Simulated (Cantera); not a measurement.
A closed system holds: 1 mol AlCl3, 0.21 mol NH3, 46 mol H2, held at 0.100 bar.

Cantera equilibrium calculation (NASA polynomials, part measured and part estimated; ideal gas, pure solids and liquids). Candidate condensed phases: Al, AlCl3, AlN, NH4Cl; 20 gas species. The tables' values for AlCl2 are old estimates; treat these amounts as uncertain. Rates play no part.

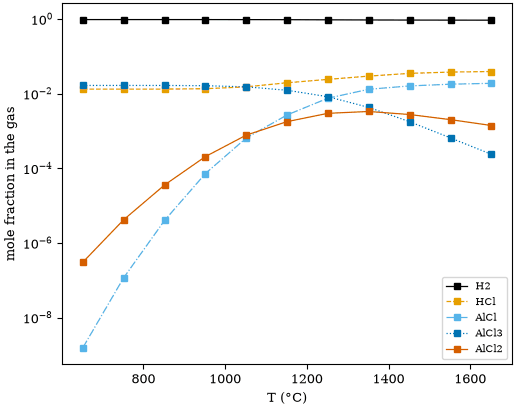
Figure: Equilibrium gas composition (values under 1e-9 drawn at 1e-9)

### Question
Read off the mole fractions at 1352 °C.

### Answer
H2 about 0.95, HCl about 0.030, AlCl about 0.013, AlCl3 about 0.0043, AlCl2 about 0.0033.
